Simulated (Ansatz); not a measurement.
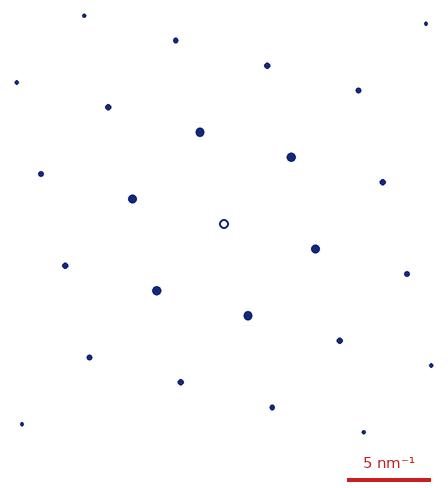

The pattern is a kinematic simulation for 200 kV electrons (no multiple scattering; isotropic B = 0.8 Å²).

Q: What net do the spots form, and what spacings does it show?

A: The spots form a hexagonal net with both shortest vectors at d = 1.75 Å, 60.0° apart.

Q: What is the point symmetry of the pattern, intensities included?

A: 6mm. A zero-layer kinematic pattern is always centrosymmetric (Friedel's law). Such a pattern arises along the three- or sixfold axis of a trigonal, hexagonal or cubic crystal.

Q: What was simulated?

A: This cannot be fixed from one zone alone; the pattern is [111] of Pb, space group Fm-3m (No. 225), a = 4.95 Å. The net vectors are -2 2 0 and -2 0 2. Structure: the input geometry of an electronic-structure calculation (not necessarily at equilibrium).
